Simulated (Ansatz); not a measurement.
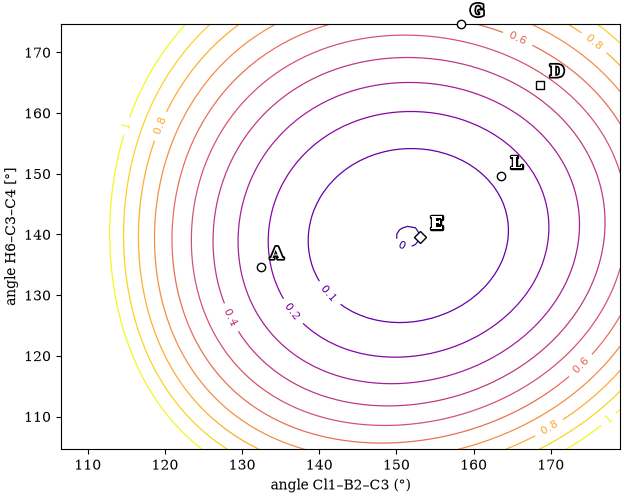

C2HBCl2, SMILES ClB1C=C1Cl. First axis: angle Cl1–B2–C3. Second axis: angle H6–C3–C4. Nothing is relaxed (all other coordinates rigid). The grid has 15 × 15 points. Energies: eV, counted from the lowest grid point. Method: Ansatz 0.2.0, RKS r2SCAN-D4/def2-SVP.

The picture shows contour lines labelled in eV (none above 1), lettered points. Between grid points the surface is interpolated.

> What kind of point is each of A, D, E, L: minimum, saddle, maximum or slope?

A: on a slope; D: on a slope; E: minimum; L: on a slope. (In these two coordinates alone; a stationary point may lie a little off the grid point.)

> Rank the lettered points by energy, lowest first.

E (0.00 eV), L (0.13 eV), A (0.23 eV), D (0.45 eV), G (0.58 eV).
